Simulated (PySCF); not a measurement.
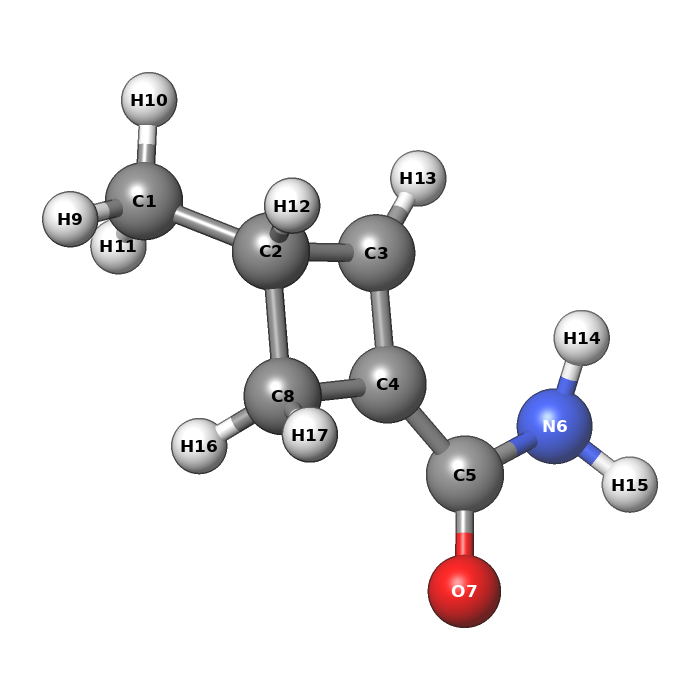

Charge −1, doublet. The computed structure is the end point of a GFN2-xTB optimisation. No frequency run is at hand to confirm it as a minimum. Level of theory: UKS B3LYP, pcH-1 on C H N O, non-relativistic (PySCF 2.14.0). Fermi-contact and spin-dipolar terms alone, no spin-orbit part.

**Which nucleus has the largest dipolar (anisotropic) hyperfine coupling?**

13C at C3: principal values −40.9, −39.7, 80.6 MHz.

List the isotropic and dipolar parts for the most strongly coupled nuclei, one of each equivalent set.

```
atom  isotope  a_iso (MHz)  dipolar part (MHz)
  C3      13C         41.2  −40.9, −39.7, 80.6
  O7      17O        −17.1   −64.5, 31.6, 32.8
  C5      13C          1.9  −19.9, −16.6, 36.5
  C4      13C        −10.1  −15.5, −11.3, 26.8
 H13       1H        −33.2    −20.3, 1.7, 18.6
 H12       1H         43.2     −2.8, −2.4, 5.2
 H15       1H          7.4     −2.5, −1.4, 4.0
 H17       1H          2.0     −2.7, −1.1, 3.8
```
